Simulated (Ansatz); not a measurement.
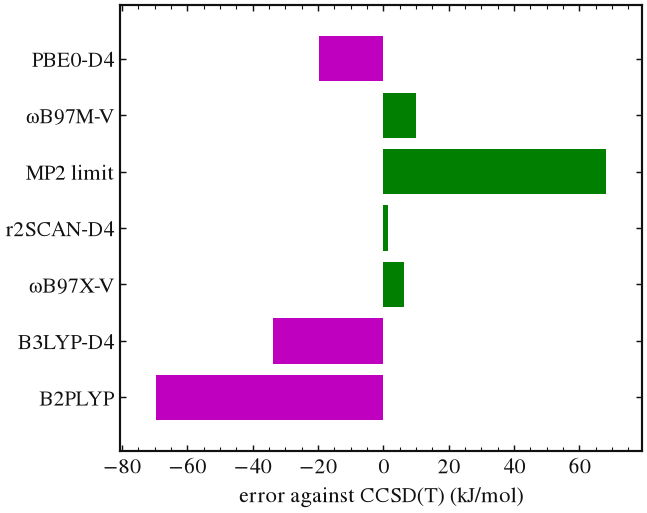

Error in the electronic atomisation energy (method less reference, so positive means overbinding) of CH₅ClOSSi, SMILES O[Si@@H](S)CCl: functionals in def2-TZVPP against frozen-core CCSD(T) at the limit (MP2 extrapolated from triple and quadruple zeta, plus CCSD(T) less MP2 in a smaller set), which gives 3481.1 kJ/mol, at a PBE0-D4/def2-TZVP geometry (no frequency check), no zero-point or spin-orbit term, the Ansatz code 0.2.0. The reference leaves out core correlation, a term that grows with the number of heavy atoms. B2PLYP holds a correlation term that converges slowly with the basis, so part of the distance to the limit is basis error. No dispersion term is added to B2PLYP. Limit means the basis limit.

Which of these levels overbind, and which underbind?

Overbind: MP2 limit. Underbind: B3LYP-D4 and B2PLYP. Within 25 kJ/mol of zero, too close to call in view of what the reference leaves out: PBE0-D4, ωB97M-V, r2SCAN-D4 and ωB97X-V.

What range do the values span?

From −69.5 kJ/mol (B2PLYP) to 68.2 kJ/mol (MP2 limit).

Limits of at least one run: one conformer of a flexible molecule.
